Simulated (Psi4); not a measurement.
Single-point calculation of GeSiH3ClO (part 1 of 2)

The run: single-point calculation of GeSiH3ClO. Method and program: PBE/def2-SVP, UKS, dispersion D3(BJ) (Psi4 1.11).

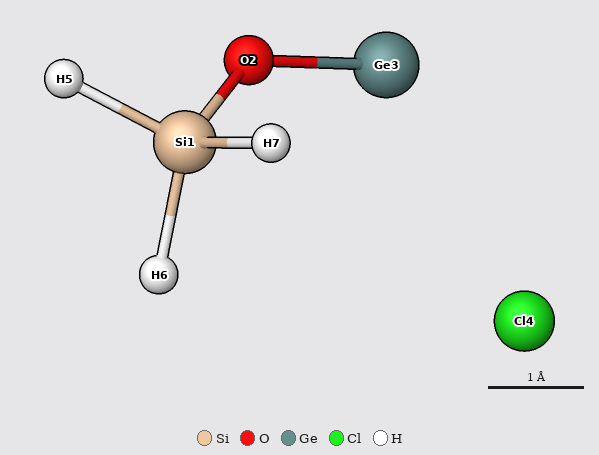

The input geometry (ball-and-stick view, seen at a tilt; atoms are numbered from 1 in the order of the input). Sticks mark near contacts.

Results in brief

```json
{"quantity": "outcome", "value": "converged"}
{"quantity": "total energy", "value": "−2902.462430 hartree"}
{"quantity": "dispersion energy", "value": "−0.006092 hartree"}
{"quantity": "basis functions", "value": "97"}
{"quantity": "HOMO", "value": "−5.23 eV"}
{"quantity": "LUMO", "value": "−4.31 eV"}
{"quantity": "dipole moment", "value": "5.69 D"}
{"quantity": "hardware", "value": "1 thread of Intel Xeon (Sapphire Rapids), 32 GiB of memory available, shared host"}
{"quantity": "wall time", "value": "18 s"}
{"quantity": "peak memory", "value": "0.56 GiB"}
```

Input (calc.dat)
```
memory 1600 mb

molecule {
  0 1
  Si     0.718579     0.053824    -1.364521
  O      0.968679    -1.569876    -1.164121
  Ge     0.610779    -2.826276     0.026579
  Cl    -0.991800    -0.995100     2.277600
  H      1.330079     0.435024    -2.661621
  H     -0.734721     0.354724    -1.393621
  H      1.364879     0.817424    -0.267921
  symmetry c1
}

set {
  basis     def2-SVP
  reference uks
  guess_mix true
}

set reference uhf
set stability_analysis follow
set max_attempts 5
energy('scf')
set reference uks
set stability_analysis none
set guess read
set guess_mix false

energy('pbe-d3(bj)')
print_variables()
```

Launch command:
```bash
psi4 -i calc.dat -o calc.out -n 1
```

What the program printed
```
Psi4 1.11 release

   => Loading Basis Set <=

    Name: DEF2-SVP
    Role: ORBITAL
    Keyword: BASIS

         ---------------------------------------------------------
                                   SCF
                              UHF Reference
                        1 Threads,   1525 MiB Core
         ---------------------------------------------------------

  ==> Geometry <==

    Molecular point group: c1
    Full point group: C1

    Geometry (in Angstrom), charge = 0, multiplicity = 1:

       Center              X                  Y                   Z               Mass
    ------------   -----------------  -----------------  -----------------  -----------------
         SI           0.410400318236     1.758304991020    -1.495756543446    27.976926534650
         O            0.660500318236     0.134604991020    -1.295356543446    15.994914619570
         GE           0.302600318236    -1.121795008980    -0.104656543446    73.921177761000
         CL          -1.299978681764     0.709380991020     2.146364456554    34.968852682000
         H            1.021900318236     2.139504991020    -2.792856543446     1.007825032230
         H           -1.042899681764     2.059204991020    -1.524856543446     1.007825032230
         H            1.056700318236     2.521904991020    -0.399156543446     1.007825032230

  Running in c1 symmetry.

  Rotational constants: A =      0.07552  B =      0.05032  C =      0.03052 [cm^-1]
  Rotational constants: A =   2264.09909  B =   1508.65225  C =    915.10146 [MHz]
  Nuclear repulsion =  361.434668025251653

  Charge       = 0
  Multiplicity = 1
  Electrons    = 74
  Nalpha       = 37
  Nbeta        = 37

  ==> Algorithm <==

  SCF Algorithm Type is DF.
  DIIS enabled.
  MOM disabled.
  Fractional occupation disabled.
  Guess Type is SAD.
  Energy threshold   = 1.00e-06
  Density threshold  = 1.00e-06
  Integral threshold = 1.00e-12

  ==> Primary Basis <==

  Basis Set: DEF2-SVP
    Blend: DEF2-SVP
    Number of shells: 43
    Number of basis functions: 97
    Number of Cartesian functions: 103
    Spherical Harmonics?: true
    Max angular momentum: 2

   => Loading Basis Set <=

    Name: (DEF2-SVP AUX)
    Role: JKFIT
    Keyword: DF_BASIS_SCF

  ==> Integral Setup <==

  DFHelper Memory: AOs need 0.047 GiB; user supplied 1.118 GiB.
  SCF_SUBTYPE=INCORE selected. In-core MEM_DF algorithm will be used.
  Using in-core AOs.

  ==> MemDFJK: Density-Fitted J/K Matrices <==

    J tasked:                   Yes
    K tasked:                   Yes
    wK tasked:                   No
    Memory [MiB]:              1144
    Algorithm:                 Core
    Schwarz Cutoff:           1E-12
    Mask sparsity (%):       8.4600
    Fitting Condition:        1E-10

   => Auxiliary Basis Set <=

  Basis Set: (DEF2-SVP AUX)
    Blend: DEF2-UNIVERSAL-JKFIT
    Number of shells: 179
    Number of basis functions: 653
    Number of Cartesian functions: 834
    Spherical Harmonics?: true
    Max angular momentum: 5

  Minimum eigenvalue in the overlap matrix is 1.2378596966E-02.
  Reciprocal condition number of the overlap matrix is 2.8859378009E-03.
    Using symmetric orthogonalization.

  ==> Pre-Iterations <==

  SCF Guess: Superposition of Atomic Densities via on-the-fly atomic UHF (no occupation information).

   -------------------------
    Irrep   Nso     Nmo
   -------------------------
     A         97      97
   -------------------------
    Total      97      97
   -------------------------

  ==> Iterations <==

                           Total Energy        Delta E     RMS |[F,P]|

   @DF-UHF iter SAD: -2894.50996597216454   -2.89451e+03   0.00000e+00
  Mixing beta HOMO/LUMO orbitals (37,38)
   @DF-UHF iter   1: -2899.05579903264743   -4.54583e+00   2.01270e-02 DIIS/ADIIS
   @DF-UHF iter   2: -2899.38162444135605   -3.25825e-01   1.39512e-02 DIIS/ADIIS
   @DF-UHF iter   3: -2899.72072451021177   -3.39100e-01   7.58476e-03 DIIS/ADIIS
   @DF-UHF iter   4: -2899.85459736254643   -1.33873e-01   9.09403e-04 DIIS/ADIIS
   @DF-UHF iter   5: -2899.86431203703614   -9.71467e-03   4.46725e-04 DIIS/ADIIS
   @DF-UHF iter   6: -2899.86838766408982   -4.07563e-03   1.84187e-04 DIIS/ADIIS
   @DF-UHF iter   7: -2899.87000483462771   -1.61717e-03   1.07010e-04 DIIS/ADIIS
   @DF-UHF iter   8: -2899.87055385124268   -5.49017e-04   8.10263e-05 DIIS
   @DF-UHF iter   9: -2899.87077776697924   -2.23916e-04   5.32293e-05 DIIS
   @DF-UHF iter  10: -2899.87099520955235   -2.17443e-04   3.65605e-05 DIIS
   @DF-UHF iter  11: -2899.87114738728860   -1.52178e-04   1.88955e-05 DIIS
   @DF-UHF iter  12: -2899.87118519778778   -3.78105e-05   1.10283e-05 DIIS
   @DF-UHF iter  13: -2899.87119452139450   -9.32361e-06   5.44104e-06 DIIS
   @DF-UHF iter  14: -2899.87119667551860   -2.15412e-06   2.06500e-06 DIIS
   @DF-UHF iter  15: -2899.87119688069924   -2.05181e-07   6.33784e-07 DIIS
  Energy and wave function converged.

    Negative totally symmetric eigenvalue detected: -0.000992
    Wavefunction unstable!
    Lowest UHF->UHF stability eigenvalues:
       A -0.000992

    Rotating orbitals by 0.5 * pi / 2 radians along unstable eigenvector.
    Running SCF again with the rotated orbitals.
   @DF-UHF iter  16: -2899.55722047402060   -2.89956e+03   3.92999e-03 DIIS/ADIIS
   @DF-UHF iter  17: -2899.81988090873620   -2.62660e-01   2.53517e-03 DIIS/ADIIS
   @DF-UHF iter  18: -2899.85982401445835   -3.99431e-02   6.53552e-04 DIIS/ADIIS
   @DF-UHF iter  19: -2899.86691192162698   -7.08791e-03   3.04598e-04 DIIS/ADIIS
   @DF-UHF iter  20: -2899.86826867654236   -1.35675e-03   1.67872e-04 DIIS/ADIIS
   @DF-UHF iter  21: -2899.86903318959685   -7.64513e-04   1.09243e-04 DIIS/ADIIS
   @DF-UHF iter  22: -2899.86958411907699   -5.50929e-04   8.71238e-05 DIIS
   @DF-UHF iter  23: -2899.87002244978567   -4.38331e-04   6.41291e-05 DIIS
   @DF-UHF iter  24: -2899.87049156571766   -4.69116e-04   4.07579e-05 DIIS
   @DF-UHF iter  25: -2899.87076578757660   -2.74222e-04   3.08890e-05 DIIS
   @DF-UHF iter  26: -2899.87104902120609   -2.83234e-04   1.84894e-05 DIIS
   @DF-UHF iter  27: -2899.87113603591752   -8.70147e-05   1.22116e-05 DIIS
   @DF-UHF iter  28: -2899.87118814236146   -5.21064e-05   7.36487e-06 DIIS
   @DF-UHF iter  29: -2899.87120518446545   -1.70421e-05   5.81041e-06 DIIS
   @DF-UHF iter  30: -2899.87121215173374   -6.96727e-06   3.24418e-06 DIIS
   @DF-UHF iter  31: -2899.87121693907511   -4.78734e-06   4.58968e-06 DIIS
   @DF-UHF iter  32: -2899.87121841878889   -1.47971e-06   1.77546e-06 DIIS
   @DF-UHF iter  33: -2899.87121874724835   -3.28459e-07   1.20014e-06 DIIS
   @DF-UHF iter  34: -2899.87121890325488   -1.56007e-07   9.77511e-07 DIIS
    Wavefunction stable under totally symmetric rotations.
    Lowest totally symmetric eigenvalue: 0.002359
    Lowest UHF->UHF stability eigenvalues:
       A 0.002359

    Stability analysis over.

  ==> Post-Iterations <==

   @Spin Contamination Metric:   8.555242033E-02
   @S^2 Expected:                0.000000000E+00
   @S^2 Observed:                8.555242033E-02
   @S   Expected:                0.000000000E+00
   @S   Observed:                0.000000000E+00

    Orbital Energies [Eh]
    ---------------------

    Alpha Occupied:

       1A   -405.331250     2A   -104.672744     3A    -68.803184
       4A    -52.256083     5A    -46.356196     6A    -46.355518
       7A    -46.354348     8A    -20.613031     9A    -10.430648
      10A     -7.909384    11A     -7.902662    12A     -7.902659
      13A     -7.313309    14A     -6.169578    15A     -5.289237
      16A     -5.285973    17A     -5.282991    18A     -4.281299
      19A     -4.279534    20A     -4.279485    21A     -1.763712
      22A     -1.762127    23A     -1.760256    24A     -1.758168
      25A     -1.755383    26A     -1.352037    27A     -0.942033
      28A     -0.804626    29A     -0.673732    30A     -0.605763
      31A     -0.605364    32A     -0.523282    33A     -0.479895
      34A     -0.478105    35A     -0.364495    36A     -0.350617
      37A     -0.350599

    Alpha Virtual:

      38A     -0.031801    39A      0.001542    40A      0.094818
      41A      0.174787    42A      0.205205    43A      0.205798
      44A      0.235608    45A      0.253504    46A      0.358887
      47A      0.424934    48A      0.448424    49A      0.460697
      50A      0.468990    51A      0.484375    52A      0.497401
      53A      0.513001    54A      0.542266    55A      0.575792
      56A      0.658199    57A      0.659888    58A      0.700953
      59A      0.711944    60A      0.754290    61A      0.784642
      62A      0.808715    63A      0.851401    64A      1.129232
      65A      1.144030    66A      1.145961    67A      1.147508
      68A      1.151409    69A      1.155688    70A      1.161652
      71A      1.167756    72A      1.243299    73A      1.266710
      74A      1.339446    75A      1.370485    76A      1.387847
      77A      1.551074    78A      1.624812    79A      1.646056
      80A      1.788024    81A      1.844959    82A      1.951096
      83A      1.981268    84A      2.012917    85A      2.275419
      86A      2.464731    87A      2.471650    88A      2.587528
      89A      2.623174    90A      2.665447    91A      2.670180
      92A      2.715554    93A      2.964268    94A      2.977760
      95A      3.038972    96A      3.373580    97A      3.471137

    Beta Occupied:

       1A   -405.331482     2A   -104.669892     3A    -68.803210
       4A    -52.256059     5A    -46.356203     6A    -46.356182
       7A    -46.354383     8A    -20.613681     9A    -10.427750
      10A     -7.901045    11A     -7.901023    12A     -7.897686
      13A     -7.313599    14A     -6.169624    15A     -5.289067
      16A     -5.288041    17A     -5.283118    18A     -4.281351
      19A     -4.279560    20A     -4.279508    21A     -1.763580
      22A     -1.762570    23A     -1.761114    24A     -1.758094
      25A     -1.755984    26A     -1.353781    27A     -0.915443
      28A     -0.807702    29A     -0.676870    30A     -0.610541
      31A     -0.605593    32A     -0.529832    33A     -0.479887
      34A     -0.479582    35A     -0.345162    36A     -0.344914
      37A     -0.308793

    Beta Virtual:

      38A     -0.034210    39A     -0.013922    40A      0.092323
      41A      0.173786    42A      0.205158    43A      0.205420
      44A      0.233860    45A      0.251548    46A      0.357678
      47A      0.423534    48A      0.446710    49A      0.458822
      50A      0.459313    51A      0.485582    52A      0.487712
      53A      0.505597    54A      0.542233    55A      0.569103
      56A      0.657601    57A      0.658696    58A      0.700746
      59A      0.711887    60A      0.753123    61A      0.784654
      62A      0.808816    63A      0.853177    64A      1.129218
      65A      1.147037    66A      1.150709    67A      1.163892
      68A      1.165316    69A      1.169174    70A      1.173909
      71A      1.181996    72A      1.245924    73A      1.269148
      74A      1.351285    75A      1.370348    76A      1.394369
      77A      1.551062    78A      1.624855    79A      1.645417
      80A      1.788029    81A      1.844766    82A      1.951028
      83A      1.981289    84A      2.012881    85A      2.275417
      86A      2.464738    87A      2.471632    88A      2.587121
      89A      2.620286    90A      2.662438    91A      2.670350
      92A      2.712895    93A      2.963273    94A      2.976240
      95A      3.038495    96A      3.372377    97A      3.470489

    Final Occupation by Irrep:
              A
    DOCC [    37 ]
    SOCC [     0 ]
    NA   [    37 ]
    NB   [    37 ]

  @DF-UHF Final Energy: -2899.87121890325488

   => Energetics <=

    Nuclear Repulsion Energy =            361.4346680252516535
    One-Electron Energy =               -4755.9043716077685531
    Two-Electron Energy =                1494.5984846792619010
    Total Energy =                      -2899.8712189032548849

  UHF NO Occupations:
  HONO-2 :   35  A 1.9998581
  HONO-1 :   36  A 1.9994383
  HONO-0 :   37  A 1.9570711
  LUNO+0 :   38  A 0.0429289
  LUNO+1 :   39  A 0.0005617
  LUNO+2 :   40  A 0.0001419
  LUNO+3 :   41  A 0.0000332

Computation Completed

Properties will be evaluated at   0.000000,   0.000000,   0.000000 [a0]

Properties computed using the SCF density matrix

 Multipole Moments:

 ------------------------------------------------------------------------------------
     Multipole            Electronic (a.u.)      Nuclear  (a.u.)        Total (a.u.)
 ------------------------------------------------------------------------------------

 L = 1.  Multiply by 2.5417464519 to convert [e a0] to [Debye]
 Dipole X            :          2.1587946           -0.6635196            1.4952750
 Dipole Y            :        -17.8994148           16.2058402           -1.6935745
 Dipole Z            :          3.3387078           -5.4445414           -2.1058335
 Magnitude           :                                                    3.0884587

 ------------------------------------------------------------------------------------

	total time  =          8 seconds =       0.13 minutes

   => Loading Basis Set <=

    Name: DEF2-SVP
    Role: ORBITAL
    Keyword: BASIS

   => PBE-D3(BJ): Empirical Dispersion <=

        s6 =       1.000000
        s8 =       0.787500
        a1 =       0.428900
        a2 =       4.440700
```
